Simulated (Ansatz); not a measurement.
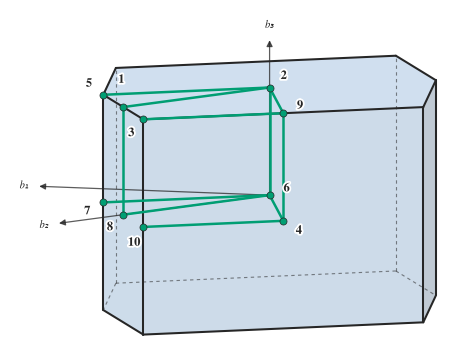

For P, the end point of a relaxation with DFT PBE, scalar-relativistic, plane waves, PAW in Ansatz: the first Brillouin zone of a base-centred orthorhombic lattice (oC; extended symbol oC1) is drawn with its special points numbered. Geometry calculated from the standardised cell; symmetry tolerance 0.002 Å.

a = 3.309 Å, b = 11.289 Å, c = 4.564 Å, α = 90.00°, β = 90.00°, γ = 90.00°.

Labels and path follow the convention of Hinuma et al. (2017), as computed by seekpath; the arrows show the directions of the reciprocal primitive vectors b₁, b₂, b₃, in which coordinates are given.

Which special point is each number?

```json
{"no.": "1", "label": "R", "coordinates": "(0, 1/2, 1/2)"}
{"no.": "2", "label": "Z", "coordinates": "(0, 0, 1/2)"}
{"no.": "3", "label": "E₀", "coordinates": "(−0.271, 0.729, 1/2)"}
{"no.": "4", "label": "Y", "coordinates": "(−1/2, 1/2, 0)"}
{"no.": "5", "label": "A₀", "coordinates": "(0.271, 0.271, 1/2)"}
{"no.": "6", "label": "Γ", "coordinates": "(0, 0, 0)"}
{"no.": "7", "label": "Σ₀", "coordinates": "(0.271, 0.271, 0)"}
{"no.": "8", "label": "S", "coordinates": "(0, 1/2, 0)"}
{"no.": "9", "label": "T", "coordinates": "(−1/2, 1/2, 1/2)"}
{"no.": "10", "label": "C₀", "coordinates": "(−0.271, 0.729, 0)"}
```
